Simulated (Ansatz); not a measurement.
Consider Re in the hcp (Mg type) structure (space group P6_3/mmc, No. 194; a = 2.752 Å, c = 4.440 Å; relaxed with 0.1 eV smearing). Axes: x lies along a and z along c of the hexagonal cell.

Structures relaxed with Ansatz (a quantum-chemistry and plane-wave program), PBEsol, PAW, cutoff 420 eV, without spin-orbit coupling.

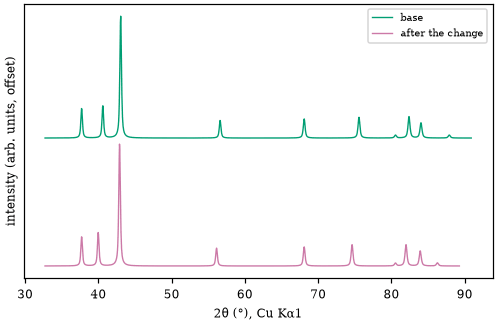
Fig. 1. Simulated powder patterns before (top) and after one change

### Question
Name the change that was made.
A. uniaxial strain ε_zz = −0.50 %
B. uniaxial strain ε_zz = +3.00 %
C. uniaxial strain ε_zz = −2.00 %
D. uniaxial strain ε_zz = +1.50 %

### Answer
D, uniaxial strain ε_zz = +1.50 %. Its volume per atom is 14.78 Å³ against 14.56 Å³, and its space group is P6_3/mmc (No. 194).

Whether these cells are dynamically stable was not tested. All final runs are without spin polarisation.
